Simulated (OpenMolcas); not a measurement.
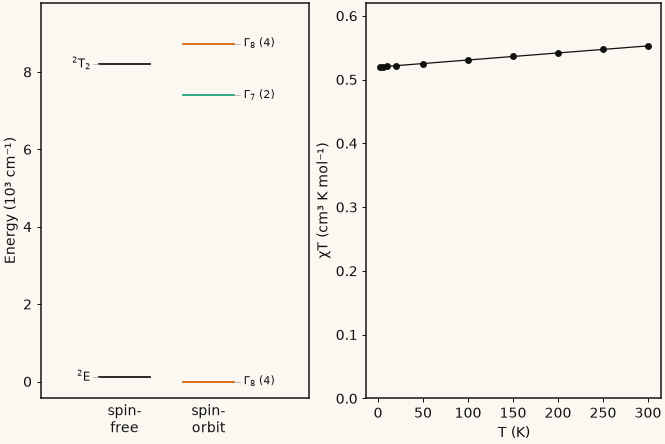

Levels of a 3d ion of charge +2 as a dopant in CaO, a cluster with its 6 nearest O²⁻ at 2.165 Å (octahedron) embedded in model potentials and point charges; the geometry was set, not optimised. Labels give the representation in O, Td, D4 or D3 as the site allows (double group for half-integer spin) where it could be assigned and, in brackets, the degeneracy; spin-free states, where drawn, share the zero of the spin-orbit levels. Level of the calculation: state-averaged SS-CASPT2, IPEA shift 0.25, imaginary shift 0.1 hartree, the open shell active, basis ANO-RCC-VDZP on all atoms, DKH2 scalar Hamiltonian, spin-orbit coupling by RASSI with atomic mean-field integrals (OpenMolcas). Powder susceptibility by Van Vleck's formula.

**Which ion is the dopant?**

Cu²⁺ (3d⁹). The ground level is Γ₈, 4-fold degenerate, 100 % from states of spin multiplicity 2. The next level lies at 7,400 cm⁻¹ (Γ₇). The lowest spin-free state is ²E, from the free-ion D term; of the same spin there follows at 8,090 cm⁻¹ (²T₂) above it. A ligand-field fit to the spin-free states gives |10Dq| = 8,090 cm⁻¹. χT is 0.520 cm³ K mol⁻¹ at 2 K and 0.553 at 300 K, an effective moment of 2.10 μB.

Limits of the model: orbital doublet at a regular site, Jahn-Teller distortion not allowed for; single d shell for a late 3d ion, CASPT2 field may be too large; the geometry is set by hand, with no relaxation and no charge compensation.
